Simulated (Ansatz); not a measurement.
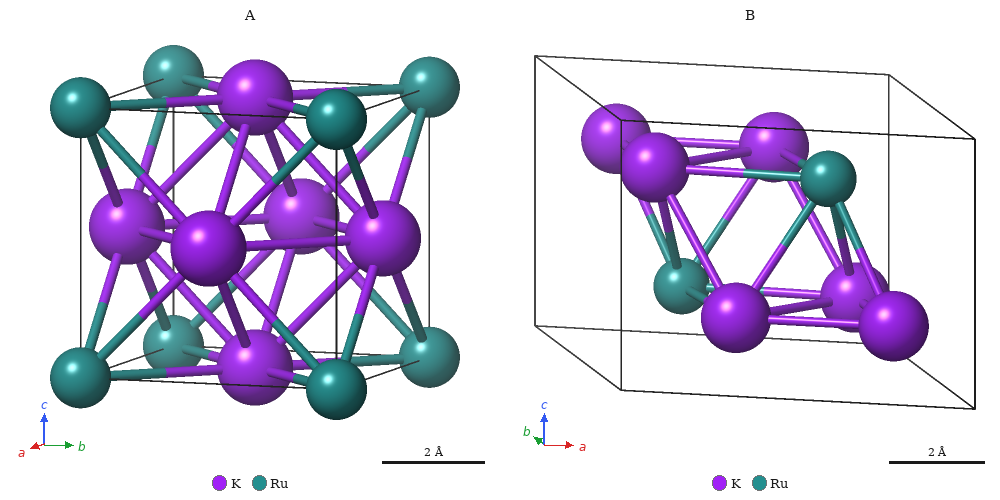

Two structures of K3Ru, each relaxed to rest (conventional cells in solid outline, small ones repeated, not to one scale). Method: DFT PBE, scalar-relativistic, plane waves, PAW in Ansatz 0.2.0, without spin polarisation.

State the structure in each panel.

A: Cu₃Au (L1₂) type, Pm-3m. B: 8 atoms a cell on a primitive hexagonal lattice, P6_3/mmc.

A or B: which is lower in energy?

B is lower, by 49 meV/atom at this level of theory (energies at zero smearing). Volumes: A 38.2, B 38.8 Å³/atom.

One or both may be structure types tried for this composition rather than known phases.
